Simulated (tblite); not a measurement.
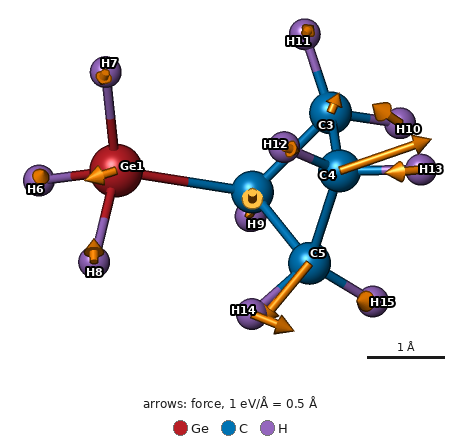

Starting geometry of C4H10Ge with the computed forces as orange arrows. A ball-and-stick model, seen at a tilt.

Method: GFN2-xTB geometry optimisation, gas phase (tblite). 

Question: What follows when this structure is relaxed?

Answer: It isn't relaxed: the largest force vector, on a C atom, is 2.57 eV/Å. The final displacements have little in common with the starting forces (cosine between the two patterns 0.17). The energy falls by 55.3 kJ/mol in 113 geometry steps. The largest move after the best rigid fit is that of an H atom, 1.26 Å. By element the largest moves are H 1.26 Å, C 0.32 Å, Ge 0.21 Å. Near-neighbour distances that change, for instance: Ge–H 1.566 → 1.497 Å, C–C 1.492 → 1.533 Å, Ge–H 1.537 → 1.497 Å, C–H 1.127 → 1.089 Å. Bond angles that change, for instance: C–C–H 106.7° → 116.5°, H–C–H 116.2° → 108.7°, H–Ge–H 114.2° → 107.1°. Groups turn about C–Ge by about 50°.
